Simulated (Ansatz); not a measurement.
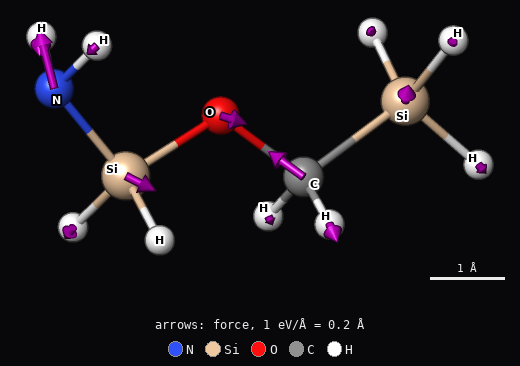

Starting geometry of CH9NOSi2 with the computed forces as purple arrows. Style: ball-and-stick. Shown at a tilt.

The run prepares an end point of a later path (inversion) calculation, from a guessed geometry.

Computed with Ansatz, RKS r2SCAN-D4/6-31G*. (no spin polarisation; force threshold 0.015 eV/Å; at most 40 steps)

Is this structure relaxed? If not, where do the atoms go?

It isn't relaxed: the largest force vector, on the N atom, is 4.29 eV/Å. The final displacements follow the starting forces only in part (cosine between the two patterns 0.30). Over 6 geometry steps the energy falls by 62.2 kJ/mol. The largest force component goes from 3.7 to 0.005 eV/Å. An H atom moves most after the best rigid fit: 0.41 Å. By element the largest moves are H 0.41 Å, O 0.18 Å, Si 0.17 Å, N 0.11 Å, C 0.09 Å. Near-neighbour distances that change, for instance: C–O 1.511 → 1.436 Å, H–N 1.079 → 1.013 Å, N–Si 1.651 → 1.714 Å, H–Si 1.430 → 1.491 Å. Bond angles that change, for instance: Si–N–H 106.8° → 119.7°, Si–N–H 107.8° → 119.8°, H–N–H 100.2° → 110.6°. Cost: 13 s on 2 threads of AMD EPYC 9R45 96-Core Processor (Zen 5), with other jobs on the host, peak memory 0.2 GiB.
